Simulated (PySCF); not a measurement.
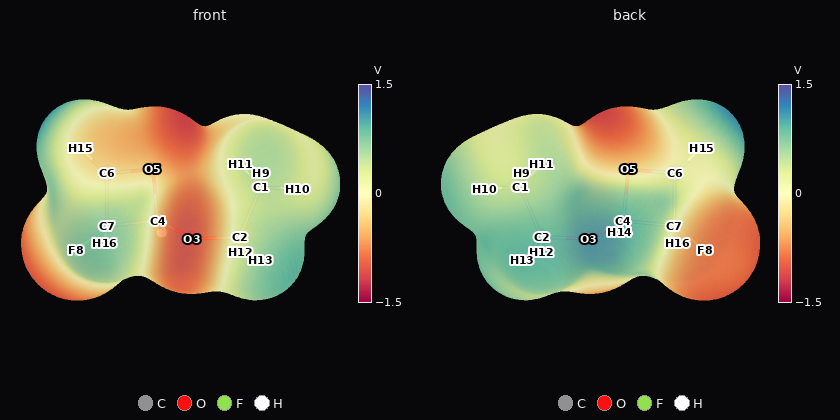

Figure 1: C5H8FO2 (doublet). The molecular electrostatic potential painted on the density surface at 0.002 e/bohr³, seen from the front and from behind; the colour scale runs from red (negative) to blue (positive).

Geometry: GFN2-xTB.

The calculation used UKS B3LYP, pcH-1 on C F H O, non-relativistic, mean-field spin-orbit, GIAO in PySCF.

```yaml
atoms:
  - { symbol: C, position_ang: [2.2384, 0.1237, -0.1073] }
  - { symbol: C, position_ang: [1.4409, -0.7589, 0.8426] }
  - { symbol: O, position_ang: [0.1665, -0.2130, 1.1754] }
  - { symbol: C, position_ang: [-0.7728, -0.2587, 0.1905] }
  - { symbol: O, position_ang: [-0.6980, 0.7929, -0.8041] }
  - { symbol: C, position_ang: [-1.9548, 1.2497, -0.4584] }
  - { symbol: C, position_ang: [-2.1640, 0.2503, 0.6192] }
  - { symbol: F, position_ang: [-3.1895, -0.6611, 0.4608] }
  - { symbol: H, position_ang: [2.3741, 1.1097, 0.3289] }
  - { symbol: H, position_ang: [3.2124, -0.3236, -0.2864] }
  - { symbol: H, position_ang: [1.7167, 0.2353, -1.0543] }
  - { symbol: H, position_ang: [1.3016, -1.7600, 0.4108] }
  - { symbol: H, position_ang: [1.9516, -0.8529, 1.8033] }
  - { symbol: H, position_ang: [-0.8027, -1.2291, -0.3304] }
  - { symbol: H, position_ang: [-2.6067, 1.6909, -1.1840] }
  - { symbol: H, position_ang: [-2.2215, 0.6139, 1.6495] }
```

Question: Which sites attract a positive test charge, and which a negative one?

Answer: A positive charge is drawn to the negative regions and a negative charge to the positive ones. The most negative region (about −1.1 V) lies over O5, the most positive (about +1.1 V) over H14 and H15. O5 is the likeliest acceptor of a hydrogen bond.
